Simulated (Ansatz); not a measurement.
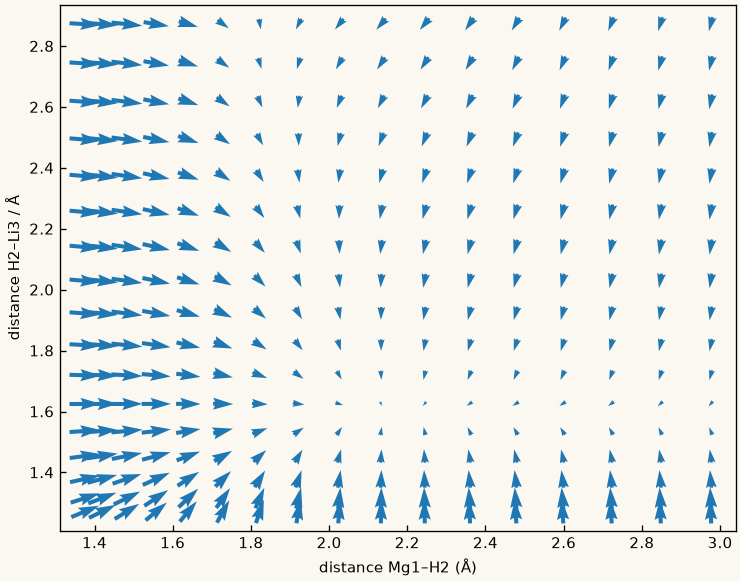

The system Mg + HLi. 
- Coordinates scanned: (1) distance Mg1–H2; (2) distance H2–Li3.
- Nothing is relaxed (the angle Mg1–H2–Li3 is fixed at 180 degrees).
- The scan uses a 17 × 17 grid.
- Points are written as (first, second).
- The restricted reference is unstable at some or all points, so the energies there are unreliable.
- Method: Ansatz 0.2.0, RHF-MP2, frozen core/aug-cc-pVTZ.

The picture shows arrows along the force (downhill), their lengths compressed.

The arrows alone are given. Where is the energy lowest?

Answer. The arrows converge at about (2.167 Å, 1.604 Å) (read from the interpolated surface).

The energy map of the same scan:

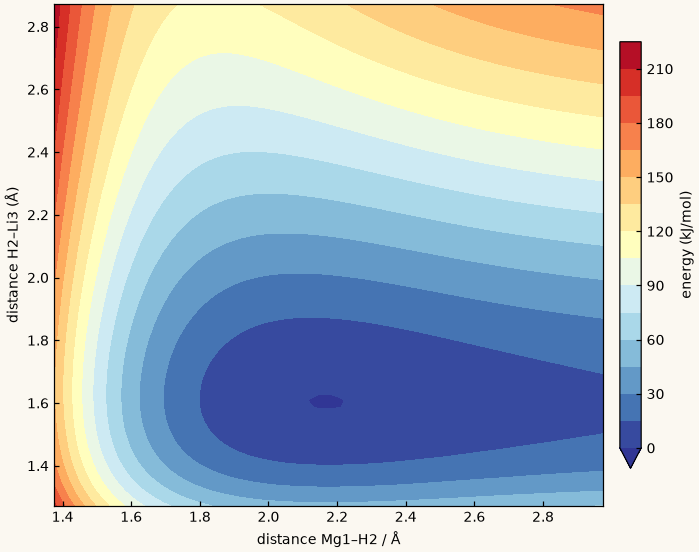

Energies are in kJ/mol, from the lowest grid point; between grid points the surface is interpolated.
